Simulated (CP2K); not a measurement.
**Two attempts at C2H10Si2 (SMILES C[SiH2]C[SiH3])**

Aim: the energy of C2H10Si2 at PM3.

Program for the calculation: CP2K 2026.2.

## Step 1: The system as given

C2H10Si2 has 14 atoms, charge 0, and is taken as a singlet. As SMILES, `C[SiH2]C[SiH3]`. Geometry: a rough force-field guess. This is one conformer, not always the lowest.

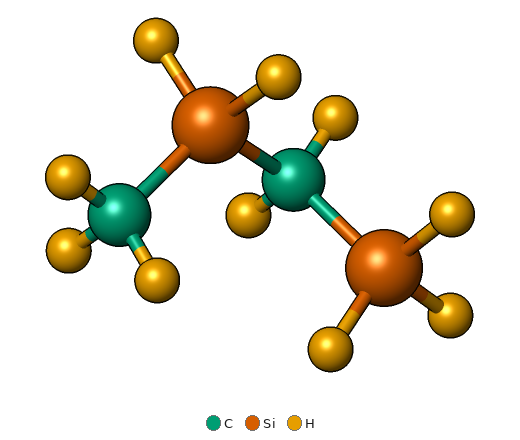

The structure, seen from a chosen angle (carbon teal, silicon orange, hydrogen amber).

## Step 2: Try one

The input, job.inp:

```
&GLOBAL
    PROJECT_NAME job
    RUN_TYPE ENERGY
    PRINT_LEVEL MEDIUM
&END GLOBAL
&FORCE_EVAL
    METHOD Quickstep
    &DFT
        &QS
            METHOD PM3
            EPS_DEFAULT 1.0E-10
            &SE
                &COULOMB
                    CUTOFF [angstrom] 50
                    RC_RANGE [angstrom] 0
                &END COULOMB
                &EXCHANGE
                    CUTOFF [angstrom] 50
                    RC_RANGE [angstrom] 0
                &END EXCHANGE
            &END SE
        &END QS
        &POISSON
            PERIODIC NONE
            POISSON_SOLVER ANALYTIC
        &END POISSON
        &SCF
            SCF_GUESS ATOMIC
            EPS_SCF 1.0E-06
            MAX_SCF 5
            ADDED_MOS 2
            IGNORE_CONVERGENCE_FAILURE T
            &DIAGONALIZATION
                ALGORITHM STANDARD
            &END DIAGONALIZATION
            &MIXING
                METHOD DIRECT_P_MIXING
                ALPHA 0.4
            &END MIXING
        &END SCF
        # extra output
        &PRINT
            &MOMENTS
                PERIODIC F
                REFERENCE COM
                MAX_MOMENT 1
            &END MOMENTS
            &MO ON
                ENERGIES T
                OCCUPATION_NUMBERS T
                NDIGITS 6
                &EACH
                    QS_SCF 0
                &END EACH
                ADD_LAST NUMERIC
            &END MO
            &HIRSHFELD OFF
            &END HIRSHFELD
        &END PRINT
    &END DFT
    &SUBSYS
        &CELL
            ABC 12.4 11.5 12.8
            PERIODIC NONE
        &END CELL
        &COORD
            C      4.816700     6.571700     7.565550
            Si     6.089100     5.275600     7.459850
            C      7.636100     5.768700     6.551550
            Si     7.213100     5.905700     4.774250
            H      3.975000     6.262100     8.187650
            H      5.200900     7.507600     8.028350
            H      4.398800     6.868600     6.562650
            H      5.504200     3.992400     6.819350
            H      6.488200     4.887500     8.783550
            H      8.405200     5.002900     6.694950
            H      8.046500     6.669300     6.957450
            H      8.425000     6.336800     4.016450
            H      6.182500     6.892500     4.563150
            H      6.788000     4.616500     4.217050
        &END COORD
    &END SUBSYS
&END FORCE_EVAL
```

On the command line:

```
$ OMP_NUM_THREADS=1 cp2k.psmp -i job.inp -o job.out
```

Log:

```text
CP2K| version string:                                       CP2K version 2026.2
 CP2K| Input file name                                                   job.inp

[... 166 lines left out ...]
  Total energy [eV]:                                         -506.67169084345977
[... 4 lines left out ...]
 *** WARNING in qs_scf.F:700 :: SCF run NOT converged ***
[... 24 lines left out ...]
 SE_DIPOLE| Moment [a.u.]           0.00161253      -0.17395189      -0.11265432
[... 1 line left out ...]
 SE_DIPOLE| Derivative [a.u.]       0.00000000       0.00000000       0.00000000
[... 34 lines left out ...]
 -------------------------------------------------------------------------------
```

Wall time 0.43 s (1 thread of Arm Neoverse N1, shared host); peak memory 0.14 GiB.

## Step 3: Reading the log

No converged result was reached.

Cause: few scf steps. Among its listed settings the sound run differs in this, and the input shows the rest: iteration cap 99 in place of 5.

## Step 4: Second attempt

The input, molecule.inp:

```
&GLOBAL
 PROJECT_NAME molecule
 RUN_TYPE ENERGY
 PRINT_LEVEL MEDIUM
&END GLOBAL

&FORCE_EVAL
 METHOD QUICKSTEP
 &DFT
  CHARGE 0
  MULTIPLICITY 1
  &QS
   METHOD PM3
   EPS_DEFAULT 1.0E-10
   &SE
    &COULOMB
     CUTOFF [angstrom] 50
     RC_RANGE [angstrom] 0
    &END COULOMB
    &EXCHANGE
     CUTOFF [angstrom] 50
     RC_RANGE [angstrom] 0
    &END EXCHANGE
   &END SE
  &END QS
  &POISSON
   PERIODIC NONE
   POISSON_SOLVER ANALYTIC
  &END POISSON
  &SCF
   SCF_GUESS ATOMIC
   EPS_SCF 1.0E-06
   MAX_SCF 99
   ADDED_MOS 2
   &DIAGONALIZATION
    ALGORITHM STANDARD
   &END DIAGONALIZATION
   &MIXING
    METHOD DIRECT_P_MIXING
    ALPHA 0.2
   &END MIXING
  &END SCF
  # extra output
  &PRINT
   &MOMENTS
    PERIODIC F
    REFERENCE COM
    MAX_MOMENT 1
   &END MOMENTS
   &MO ON
    ENERGIES T
    OCCUPATION_NUMBERS T
    NDIGITS 6
    &EACH
     QS_SCF 0
    &END EACH
    ADD_LAST NUMERIC
   &END MO
   &HIRSHFELD OFF
   &END HIRSHFELD
  &END PRINT
 &END DFT
 &SUBSYS
  # box in angstrom
  &CELL
   ABC [angstrom] 12.4 11.5 12.8
   PERIODIC NONE
  &END CELL
  &COORD
   C      4.816700     6.571700     7.565550
   Si     6.089100     5.275600     7.459850
   C      7.636100     5.768700     6.551550
   Si     7.213100     5.905700     4.774250
   H      3.975000     6.262100     8.187650
   H      5.200900     7.507600     8.028350
   H      4.398800     6.868600     6.562650
   H      5.504200     3.992400     6.819350
   H      6.488200     4.887500     8.783550
   H      8.405200     5.002900     6.694950
   H      8.046500     6.669300     6.957450
   H      8.425000     6.336800     4.016450
   H      6.182500     6.892500     4.563150
   H      6.788000     4.616500     4.217050
  &END COORD
 &END SUBSYS
&END FORCE_EVAL
```

On the command line:

```
$ OMP_NUM_THREADS=1 cp2k.psmp -i molecule.inp -o molecule.out
```

Log:

```text
CP2K| version string:                                       CP2K version 2026.2
[...]
 GLOBAL| Method name                                                        CP2K
[...]
 GLOBAL| Run type                                                         ENERGY
[...]
                             - Atoms:                                         14
[...]
                             - Spherical basis functions:                     26
[...]
 Number of electrons:                                                         26
[...]
     1 P_Mix/Diag. 0.20E+00    0.0     0.77099187       -13.2682681810 -1.33E+01
[...]
    21 DIIS/Diag.  0.11E-06    0.0     0.00000013       -19.7043452806 -4.25E-12
  *** SCF run converged in    21 steps ***
  Core-core repulsion energy [eV]:                           1447.15607499990938
  Core Hamiltonian energy [eV]:                              -756.04343798425077
  Two-electron integral energy [eV]:                        -2454.59028017608989
  Electronic energy [eV]:                                   -1983.33857807229583
  Total energy [eV]:                                         -536.18250307238623
  Atomic reference energy [eV]:                               535.58448794561968
  Heat of formation [kcal/mol]:                               -13.79055752762275
[...]
 SE_DIPOLE| Moment [Debye]         -0.00990282      -0.38371378      -0.23074799
 SE_DIPOLE| Derivative [a.u.]       0.00000000       0.00000000       0.00000000
 ENERGY| Total FORCE_EVAL ( QS ) energy [hartree]            -19.704345280594715
[...]
```

Run time: 0.46 s. Hardware: 1 thread of Arm Neoverse N1, shared host; peak memory 0.14 GiB.

## Step 5: Summary of results

Level: PM3.

| quantity | value |
| --- | --- |
| total energy | -19.70435 Eh |
| dipole moment | 0.45 D |
| HOMO energy | -9.81 eV |
| LUMO energy | 0.76 eV |
| HOMO–LUMO gap | 10.58 eV |
| heat of formation | -13.8 kcal/mol |
